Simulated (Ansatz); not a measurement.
# YN, carrier doping

Take YN in the rock salt structure (space group Fm-3m, No. 225; a = 4.906 Å) as the base.

Carriers are added at fixed cell with a uniform background; the Fermi–Dirac width is that of 300 K.

Computed with plane-wave PAW DFT at the PBE level (Ansatz, a quantum-chemistry and plane-wave program, 420 eV), without spin-orbit coupling.

Notes on the quantities. Fermi level from band edge: Fermi level relative to the doped band's edge (positive inside the band; to 0.05 eV).

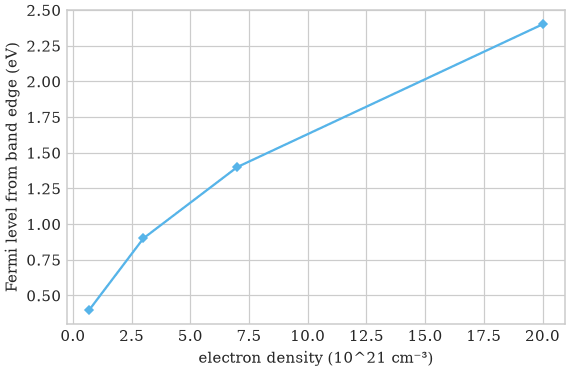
*Fermi level from band edge against electron density*

```
electron density (10^21 cm⁻³)  Fermi level from band edge
-----------------------------  --------------------------
0.7                                              +0.40 eV
3                                                +0.90 eV
7                                                +1.40 eV
20                                               +2.40 eV
```

Carriers are added with a uniform compensating background; total energy and stress of such cells depend on the potential's zero and are not compared; many-body gap narrowing is missing at this level. No phonon test of stability was made. The base started in P3_121 and relaxed to Fm-3m at this level.
